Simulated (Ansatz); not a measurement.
## Si₂NH₃: geometry relaxation (part 2 of 2)

The same run, continued: Si₂NH₃; UKS B3LYP-D4/def2-SVP (Ansatz 0.2.0). It belongs to a series of runs on one base structure; here: end point A relaxed.

Geometry of the input (Å):
```
N  -1.0499  0.2757  -0.9054
Si 0.5374  -0.4588  -1.0642
Si 1.4872  -0.4802  0.8986
H  -1.7734  -0.1407  -0.3391
H  -1.1576  1.2782  -0.9198
H  1.9563  -0.4742  2.3299
```

Trajectory as extended XYZ, continued
```
6
Properties=species:S:1:pos:R:3:forces:R:3 step=10 energy=-17286.79338 accepted=F
N    -0.9533    0.4646   -0.8096   -2.1098  -0.7550  -1.1458
Si    0.6954    0.0030   -0.6304    0.1580   0.0078   0.0091
Si    1.3401    0.0763    1.6215    0.1698  -0.1105   0.0498
H    -1.6746    0.4007   -0.0585    0.7692   0.1929  -0.5950
H    -1.4657    0.3509   -1.7521    1.2128   0.4529   1.7695
H     2.0581   -1.2955    1.6290   -0.2001   0.2119  -0.0877
6
Properties=species:S:1:pos:R:3:forces:R:3 step=11 energy=-17286.93539
N    -0.9835    0.3002   -0.8122   -0.0228   0.0883  -0.1020
Si    0.6966   -0.0357   -0.6342   -0.1465   0.0690  -0.0369
Si    1.3222    0.1063    1.6101    0.1516  -0.0808   0.0488
H    -1.6467    0.4098   -0.0469    0.0168  -0.0413  -0.0974
H    -1.4185    0.4771   -1.7198    0.0909  -0.0947   0.1814
H     2.0298   -1.2576    1.6030   -0.0899   0.0596   0.0061
6
Properties=species:S:1:pos:R:3:forces:R:3 step=12 energy=-17286.95302
N    -0.9779    0.3176   -0.8067   -0.0369  -0.0135   0.0302
Si    0.7092    0.0266   -0.6172   -0.1404   0.0597   0.0213
Si    1.4059    0.1478    1.6100    0.1208  -0.1566  -0.0146
H    -1.6630    0.3757   -0.0538    0.0853  -0.0179  -0.0983
H    -1.4182    0.4331   -1.7192    0.0878  -0.0326   0.0826
H     1.9440   -1.3008    1.5870   -0.1166   0.1609  -0.0212
6
Properties=species:S:1:pos:R:3:forces:R:3 step=13 energy=-17286.96267
N    -0.9711    0.3077   -0.7949    0.0902   0.0162   0.0229
Si    0.7297    0.1568   -0.5935   -0.0644  -0.1405  -0.0024
Si    1.5016    0.1685    1.6047    0.0293   0.0653   0.0610
H    -1.6571    0.3683   -0.0475   -0.0260  -0.0676  -0.0158
H    -1.4082    0.3376   -1.7139    0.0406   0.0624   0.0428
H     1.8051   -1.3388    1.5451   -0.0696   0.0643  -0.1085
6
Properties=species:S:1:pos:R:3:forces:R:3 step=14 energy=-17286.96798
N    -0.9447    0.2878   -0.7728   -0.0149   0.0318  -0.1142
Si    0.7623    0.1872   -0.5838   -0.1333  -0.0189   0.0735
Si    1.5715    0.2295    1.6020   -0.0167  -0.3662  -0.0675
H    -1.6338    0.2980   -0.0237    0.0531   0.0236  -0.0567
H    -1.3890    0.3303   -1.6920    0.1108  -0.0456   0.1801
H     1.6337   -1.3329    1.4703    0.0010   0.3753  -0.0152
6
Properties=species:S:1:pos:R:3:forces:R:3 step=15 energy=-17286.96993
N    -0.9443    0.3341   -0.7690   -0.1479  -0.1957  -0.3672
Si    0.7532    0.1608   -0.5522   -0.0855   0.0694   0.0986
Si    1.5488    0.2107    1.6362    0.0029  -0.0620  -0.1234
H    -1.6455    0.3471   -0.0313    0.0473   0.0377  -0.0392
H    -1.3794    0.2635   -1.6976    0.2050   0.0963   0.4031
H     1.6672   -1.3162    1.4138   -0.0219   0.0543   0.0280
6
Properties=species:S:1:pos:R:3:forces:R:3 step=16 energy=-17286.96900 accepted=F
N    -0.9674    0.3053   -0.7736   -0.0235  -0.0272  -0.0779
Si    0.7248    0.1920   -0.5067   -0.0215  -0.0379   0.2090
Si    1.6851    0.2118    1.6104   -0.1817   0.0303  -0.1907
H    -1.7085    0.3015   -0.0766    0.1032   0.0493   0.0794
H    -1.3611    0.3112   -1.7137    0.0946  -0.0103   0.0431
H     1.6271   -1.3218    1.4602    0.0289  -0.0043  -0.0630
6
Properties=species:S:1:pos:R:3:forces:R:3 step=17 energy=-17286.97828
N    -0.9526    0.2940   -0.7676   -0.0970  -0.0040  -0.2230
Si    0.7443    0.1700   -0.5262   -0.1106   0.0135   0.0925
Si    1.5925    0.2135    1.6307   -0.0292  -0.0003  -0.0968
H    -1.6702    0.3503   -0.0470    0.0988  -0.0119  -0.0301
H    -1.3673    0.2857   -1.7037    0.1426   0.0033   0.2556
H     1.6532   -1.3136    1.4138   -0.0045  -0.0005   0.0018
6
Properties=species:S:1:pos:R:3:forces:R:3 step=18 energy=-17286.97609 accepted=F
N    -0.9432    0.2915   -0.7720   -0.5277   0.0362  -0.1091
Si    0.7285    0.1707   -0.5122    0.4512  -0.0460   0.0285
Si    1.5894    0.2201    1.6079    0.0603   0.0009   0.0778
H    -1.6460    0.3319   -0.0388   -0.0272   0.0087  -0.0374
H    -1.3631    0.2965   -1.6999    0.0421  -0.0062   0.0567
H     1.6343   -1.3106    1.4150    0.0013   0.0064  -0.0164
6
Properties=species:S:1:pos:R:3:forces:R:3 step=19 energy=-17286.98082
N    -0.9515    0.2936   -0.7697   -0.2130   0.0092  -0.1558
Si    0.7355    0.1705   -0.5134    0.0615  -0.0121   0.0556
Si    1.5984    0.2151    1.6219    0.0044   0.0142  -0.0216
H    -1.6673    0.3457   -0.0482    0.0549  -0.0065  -0.0257
H    -1.3633    0.2881   -1.7042    0.0962   0.0024   0.1571
H     1.6482   -1.3129    1.4136   -0.0039  -0.0072  -0.0096
6
Properties=species:S:1:pos:R:3:forces:R:3 step=20 energy=-17286.98105
N    -0.9609    0.2915   -0.7735   -0.1613   0.0108  -0.0887
Si    0.7166    0.1395   -0.4835    0.0725   0.0528   0.0639
Si    1.6287    0.2240    1.6150   -0.0113  -0.0198  -0.0427
H    -1.6882    0.3310   -0.0634    0.0404   0.0270  -0.0126
H    -1.3528    0.3201   -1.7136    0.0466  -0.0463   0.0690
H     1.6565   -1.3061    1.4190    0.0131  -0.0245   0.0111
6
Properties=species:S:1:pos:R:3:forces:R:3 step=21 energy=-17286.98299
N    -0.9649    0.2961   -0.7743   -0.1440   0.0018  -0.0756
Si    0.7105    0.1536   -0.4670    0.0457   0.0071   0.0404
Si    1.6431    0.2184    1.6150    0.0010   0.0092  -0.0051
H    -1.6994    0.3412   -0.0717    0.0488   0.0110  -0.0093
H    -1.3486    0.3022   -1.7179    0.0483  -0.0146   0.0617
H     1.6593   -1.3115    1.4159    0.0003  -0.0144  -0.0121
6
Properties=species:S:1:pos:R:3:forces:R:3 step=22 energy=-17286.98403
N    -0.9710    0.2959   -0.7754   -0.0707   0.0001  -0.0395
Si    0.6987    0.1508   -0.4355   -0.0396   0.0018  -0.0207
Si    1.6594    0.2180    1.6138    0.0449   0.0148   0.0561
H    -1.7147    0.3529   -0.0836    0.0454  -0.0019  -0.0096
H    -1.3389    0.2940   -1.7243    0.0308  -0.0059   0.0279
H     1.6665   -1.3116    1.4049   -0.0107  -0.0088  -0.0142
6
Properties=species:S:1:pos:R:3:forces:R:3 step=23 energy=-17286.98661
N    -0.9856    0.2997   -0.7802    0.0376  -0.0180   0.0519
Si    0.6682    0.1482   -0.3683   -0.1092   0.0067  -0.0285
Si    1.7099    0.2165    1.6158    0.0486   0.0138   0.0324
H    -1.7496    0.3707   -0.1117    0.0433  -0.0142  -0.0291
H    -1.3190    0.2767   -1.7402    0.0088   0.0093  -0.0125
H     1.6761   -1.3118    1.3845   -0.0291   0.0023  -0.0140
6
Properties=species:S:1:pos:R:3:forces:R:3 step=24 energy=-17286.98568 accepted=F
N    -1.0192    0.2988   -0.7915    0.3166  -0.0410   0.3086
Si    0.5886    0.1512   -0.1902   -0.3922   0.0519  -0.1433
Si    1.8557    0.2171    1.6102   -0.0467  -0.0931  -0.0981
H    -1.8326    0.3991   -0.1806    0.1412  -0.0439  -0.1994
H    -1.2636    0.2420   -1.7794    0.0289   0.0134   0.1354
H     1.6711   -1.3082    1.3314   -0.0479   0.1126  -0.0032
6
Properties=species:S:1:pos:R:3:forces:R:3 step=25 energy=-17286.99171
N    -0.9939    0.2862   -0.7825    0.0768   0.0220   0.1543
Si    0.6335    0.1677   -0.2793   -0.0552  -0.0305  -0.0452
Si    1.7911    0.2200    1.6074    0.0348  -0.0165   0.0384
H    -1.7752    0.3731   -0.1368   -0.0155  -0.0108  -0.0603
H    -1.2881    0.2567   -1.7536   -0.0120  -0.0145  -0.0493
H     1.6326   -1.3037    1.3449   -0.0289   0.0503  -0.0379
6
Properties=species:S:1:pos:R:3:forces:R:3 step=26 energy=-17286.99798
N    -0.9946    0.2989   -0.7793    0.0787  -0.0728   0.1281
Si    0.6036    0.1785   -0.1867    0.0355   0.0698   0.0466
Si    1.8678    0.2227    1.6143   -0.0862  -0.1363  -0.1588
H    -1.7987    0.3789   -0.1602   -0.0219   0.0031  -0.1068
H    -1.2526    0.2047   -1.7597    0.0261   0.0070   0.0813
H     1.5746   -1.2837    1.2717   -0.0322   0.1292   0.0096
6
Properties=species:S:1:pos:R:3:forces:R:3 step=27 energy=-17287.01510
N    -0.9845    0.2705   -0.7595    0.1618  -0.0458  -0.0092
Si    0.5955    0.2300   -0.0911   -0.3445   0.0011  -0.1818
Si    1.9463    0.2207    1.5928    0.0396  -0.2568   0.0242
H    -1.8149    0.3701   -0.1751    0.0739  -0.0234  -0.1656
H    -1.2001    0.1613   -1.7547    0.0849   0.0105   0.3544
H     1.4576   -1.2527    1.1875   -0.0157   0.3144  -0.0220
6
Properties=species:S:1:pos:R:3:forces:R:3 step=28 energy=-17287.03623
N    -0.9717    0.2383   -0.7375    0.1564  -0.0188   0.0515
Si    0.5945    0.2808   -0.0294    0.1137   0.0290   0.2970
Si    2.0435    0.1936    1.6076   -0.5319  -0.2446  -0.5668
H    -1.8236    0.3527   -0.1872    0.1188  -0.0327  -0.1407
H    -1.1542    0.1109   -1.7363    0.0939  -0.0062   0.3251
H     1.3115   -1.1763    1.0828    0.0491   0.2733   0.0338
6
Properties=species:S:1:pos:R:3:forces:R:3 step=29 energy=-17287.05657
N    -0.9350    0.2413   -0.6987    0.1142  -0.0319  -0.1313
Si    0.6112    0.3452    0.0503   -1.0146  -0.0172  -0.6389
Si    2.0508    0.1677    1.5582    0.4699  -0.2578   0.4337
H    -1.8137    0.3324   -0.1862    0.2187  -0.0148  -0.0899
H    -1.0806    0.0288   -1.6898    0.1009   0.0823   0.3493
H     1.1674   -1.1154    0.9662    0.1110   0.2393   0.0771
6
Properties=species:S:1:pos:R:3:forces:R:3 step=30 energy=-17287.08272
N    -0.9450    0.2542   -0.7113    0.0453  -0.0380   0.0414
Si    0.5865    0.3596    0.0495   -0.1497   0.0030   0.0180
Si    2.0982    0.1319    1.5452   -0.0566   0.0363  -0.0911
H    -1.8239    0.2951   -0.1963    0.1154   0.0312  -0.0879
H    -1.0764    0.0477   -1.7004    0.0454   0.0146   0.1370
H     1.1607   -1.0885    1.0133    0.0000  -0.0472  -0.0173
6
Properties=species:S:1:pos:R:3:forces:R:3 step=31 energy=-17287.08384
N    -0.9543    0.2461   -0.6955   -0.1948  -0.0263  -0.1122
Si    0.4918    0.3733    0.1609    0.5714   0.0804   0.3350
Si    2.1308    0.1305    1.4905   -0.0141  -0.0265  -0.0545
H    -1.8562    0.3616   -0.2529   -0.2467  -0.0256  -0.0069
H    -1.0004   -0.0072   -1.6732   -0.1056  -0.0151  -0.2096
H     1.1883   -1.1044    0.9702   -0.0102   0.0130   0.0482
6
Properties=species:S:1:pos:R:3:forces:R:3 step=32 energy=-17287.08626
N    -0.9570    0.2114   -0.6876   -0.0719   0.0557   0.0299
Si    0.4891    0.3835    0.1696    0.4459  -0.0032   0.2794
Si    2.1430    0.1261    1.4805   -0.0138  -0.0072  -0.0466
H    -1.8615    0.3678   -0.2664   -0.2840  -0.0146   0.0631
H    -0.9988    0.0121   -1.6748   -0.0658  -0.0640  -0.3552
H     1.1852   -1.1009    0.9787   -0.0104   0.0334   0.0293
6
Properties=species:S:1:pos:R:3:forces:R:3 step=33 energy=-17287.09474
N    -0.9604    0.2404   -0.6951    0.0111  -0.0057   0.0066
Si    0.4851    0.3797    0.1993   -0.0408   0.0242  -0.0084
Si    2.1964    0.1117    1.4253   -0.0017   0.0033   0.0148
H    -1.8871    0.3057   -0.2838    0.0000   0.0294   0.0169
H    -0.9873    0.0509   -1.6929    0.0201  -0.0308  -0.0019
H     1.1533   -1.0884    1.0472    0.0114  -0.0205  -0.0280
6
Properties=species:S:1:pos:R:3:forces:R:3 step=34 energy=-17287.09590
N    -0.9603    0.2387   -0.6937    0.0082   0.0044   0.0058
Si    0.4868    0.3846    0.1953   -0.0011   0.0037  -0.0003
Si    2.1712    0.1169    1.4594    0.0081  -0.0042  -0.0113
H    -1.8817    0.3443   -0.2784   -0.0044  -0.0154  -0.0121
H    -0.9932    0.0132   -1.6839   -0.0029   0.0098   0.0043
H     1.1771   -1.0976    1.0014   -0.0078   0.0016   0.0136
6
Properties=species:S:1:pos:R:3:forces:R:3 step=35 energy=-17287.09614
N    -0.9646    0.2365   -0.6889   -0.0310   0.0107   0.0136
Si    0.4537    0.3934    0.2452    0.0341  -0.0047   0.0088
Si    2.2075    0.1080    1.4127   -0.0698  -0.0137  -0.0364
H    -1.9022    0.3376   -0.3071    0.0536  -0.0136  -0.0228
H    -0.9619    0.0197   -1.6822   -0.0019   0.0037   0.0298
H     1.1674   -1.0953    1.0202    0.0151   0.0176   0.0070
6
Properties=species:S:1:pos:R:3:forces:R:3 step=36 energy=-17287.09656
N    -0.9629    0.2427   -0.6909   -0.0022  -0.0016  -0.0022
Si    0.4644    0.3940    0.2283    0.0138  -0.0049   0.0081
Si    2.1969    0.1074    1.4227   -0.0041   0.0097  -0.0033
H    -1.8958    0.3316   -0.2980    0.0022  -0.0001  -0.0001
H    -0.9703    0.0187   -1.6820   -0.0010   0.0012   0.0021
H     1.1678   -1.0945    1.0197   -0.0086  -0.0043  -0.0047
```

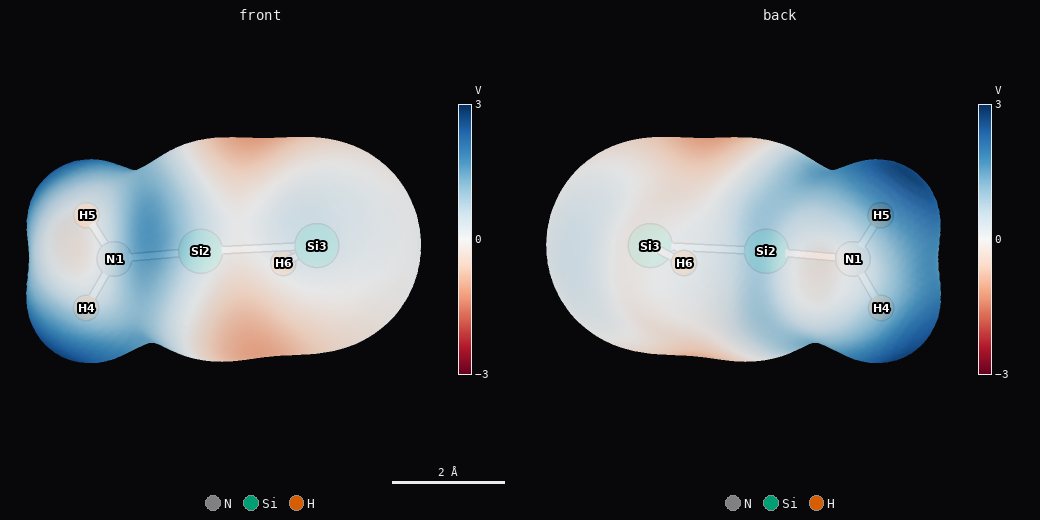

**Figure 1.** The molecular electrostatic potential painted on the density surface at 0.004 e/bohr³, seen at a tilt and from behind; red is negative and blue positive. A positive charge is drawn to the negative regions and a negative charge to the positive ones.

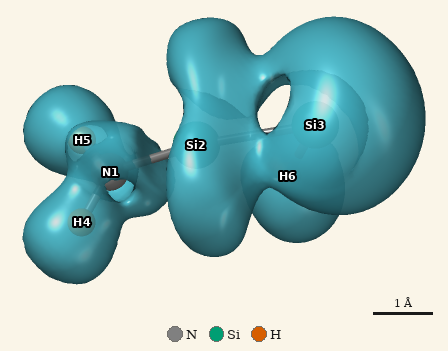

**Figure 2.** Isosurface of the ELF at 0.75 (cyan), seen at a tilt. Only the valence region is drawn (cores and ρ < 0.01 e/Å³ removed). Along the contacts the grid gives the following. Si–Si (2.12 Å): the ELF peaks at about 0.65 between the atoms.

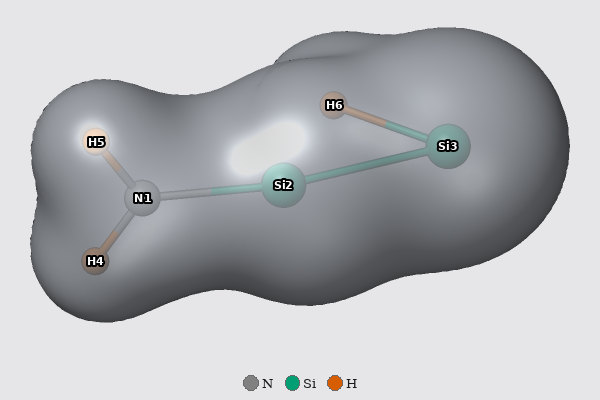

**Figure 3.** Isosurface of the total electron density at 0.1 e/Å³ (grey), seen at a tilt. At this value the surface is in one piece. On the grid the lowest density along these lines, outside the cores, is 0.91 e/Å³ (Si–N, 1.70 Å), 0.52 e/Å³ (Si–Si, 2.12 Å), 2.2 e/Å³ (N–H, 1.02 Å) and 0.54 e/Å³ (Si–H, 1.63 Å).
